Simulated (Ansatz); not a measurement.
# ClF3H2OW: what the fields show

Input file:

```
crystal:
  periodic: [false, false, false]
  atoms:
    - { symbol: W, position_ang: [0.058439, -0.168898, -0.015501] }
    - { symbol: H, position_ang: [0.324481, 0.329236, 1.593784] }
    - { symbol: F, position_ang: [1.880995, -0.293054, 0.27372] }
    - { symbol: F, position_ang: [-0.071681, 1.72739, 0.03009] }
    - { symbol: F, position_ang: [-1.76453, -0.184168, 0.270512] }
    - { symbol: Cl, position_ang: [-0.047078, -2.422716, 0.305583] }
    - { symbol: O, position_ang: [0.331543, 0.211314, -1.816693] }
    - { symbol: H, position_ang: [0.625132, 1.053296, -2.198996] }
basis:
  gaussian: { orbitals: def2-SVP }
hamiltonian:
  xc: pbe0
relax:
  f_tol: 0.03
  max_steps: 50
output:
  orbitals: {}
```

Launched as:

```sh
ansatz run input.yaml --threads 4 --pin off --max-ram 5120MiB --backend cpu --events-out ev --progress --plain --runs-dir out
```

The fields are those of the run's last geometry, not of the input's.

Core potentials replace the inner electrons of W.

These are results of Ansatz 0.2.0, RKS PBE0/def2-SVP, not measurements.

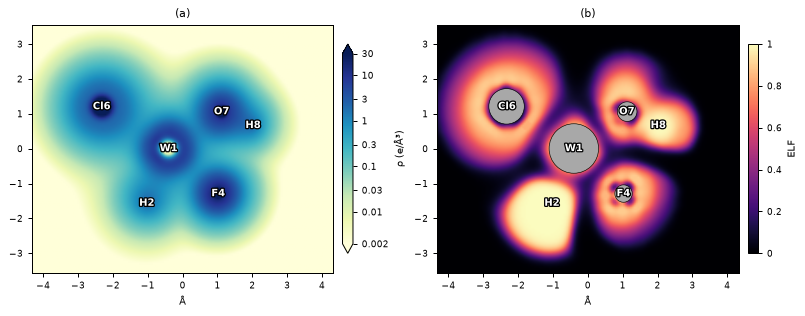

Figure 1. (a) electron density; (b) ELF on the plane of atoms H2, W1 and O7. Grey discs cover the atomic cores in the ELF map.

What does the map show?

The plane passes through W, H, F, Cl and O nuclei. W–O (1.86 Å): the density is about 1.2 e/Å³ at the midpoint; the ELF peaks at about 0.80 in the valence shell of O, 0.6 Å from its nucleus, and drops to about 0.25 between the two atoms. W–Cl (2.28 Å): the density is about 0.71 e/Å³ at the midpoint; the ELF peaks at about 0.85 in the valence shell of Cl, 0.8 Å from its nucleus, and is about 0.35 at the midpoint. O–H (0.97 Å): ρ at the midpoint is about 3.7 e/Å³; the ELF climbs to about 1 towards the hydrogen, as it does in any bond to H (an ordinary covalent bond to hydrogen). W–F (1.92 Å): ρ is about 0.95 e/Å³ halfway; the ELF peaks at about 0.85 in the valence shell of F, 0.6 Å from its nucleus, and drops to about 0.25 between the two atoms. W–H (1.69 Å): ρ at the midpoint is about 1.6 e/Å³; the ELF climbs to about 1 towards the hydrogen.

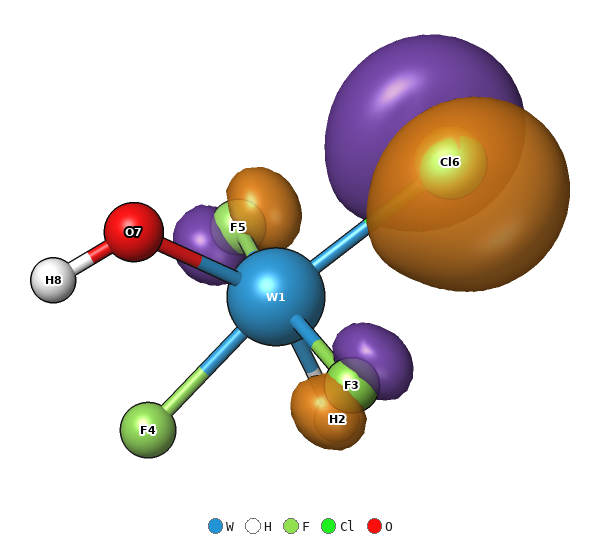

Figure 2. The HOMO−1 at ±0.15 Å⁻³ᐟ² (orange and purple are the two phases), seen at a tilt.

What is the character of this orbital?

It lies mainly on Cl6 (about 85 %); largely a lone pair of Cl6. Its energy is −10.03 eV.

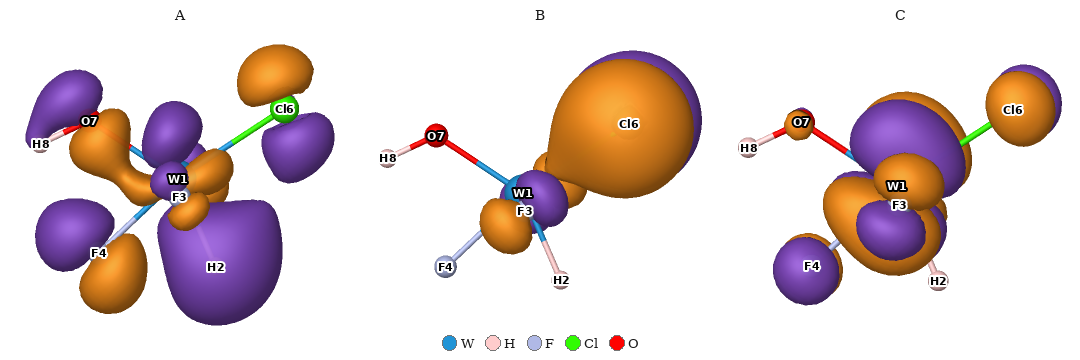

Figure 3. Three frontier orbitals at ±0.1 Å⁻³ᐟ² (orange and purple are the two phases), in no order.

Order the three orbitals by energy and name them.

B is the HOMO−1 (−10.03 eV). Its weight (Hirshfeld) is mainly on Cl6 (about 85 %); largely a lone pair of Cl6. A is the HOMO (−9.53 eV). Its weight (Hirshfeld) is mainly on F4 (about 25 %), H2 (about 25 %), W1 (about 25 %), O7 (about 10 %) and Cl6 (about 10 %). C is the LUMO (−4.00 eV). Its weight (Hirshfeld) is mainly on W1 (about 65 %), F3 (about 10 %), F5 (about 10 %), F4 (about 5 %) and Cl6 (about 5 %).

What is the HOMO–LUMO gap?

5.53 eV between the orbital energies.
